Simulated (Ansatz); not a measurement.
Partial pair distribution functions of a relaxed model of amorphous In$_{9}$Ga$_{9}$Zn$_{9}$O$_{39}$B$_{2}$, broadened by 0.06 Å; density 5.61 g/cm³. All values below come from PBE, scalar-relativistic without spin-orbit coupling (plane waves to 420 eV, PAW; Ansatz, a program for electronic structure).

It comes from a melt-quench run on a machine-learned potential (CHGNet), relaxed afterwards by DFT. O atoms were pushed apart under 1.9 Å during the dynamics, to hinder bonds among them. The hot cell started wider than the set density and was brought back towards it in steps. It is the lowest in DFT energy of 2 quenches. It is a model cell: composition and starting density were chosen by hand, and all elements were melted together. No dispersion term was used. Its density started from a set value of 5.61 and ended at 5.61 g/cm³. The quench (nominally 320 K/ps over its main leg) was far faster than any real one, so the model tends to hold more defects than a real film. One small periodic cell is one sample of the glass; other quenches scatter about these values. The volume was held where the preparation left it and the shape relaxed, at a PBE pressure of 2.0 GPa. Stress components on the final sampling reach 2.1 GPa.

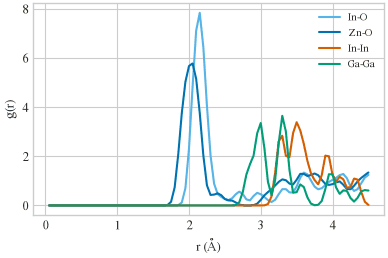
*Partial pair distribution functions*

Highest peaks under 4.5 Å: In-O near 2.15 Å, Zn-O near 2.05 Å, In-In near 3.50 Å, Ga-Ga near 3.30 Å; pairs of few atoms are noisy.

Within 2.50 Å each In has 5.00 O neighbours on average.
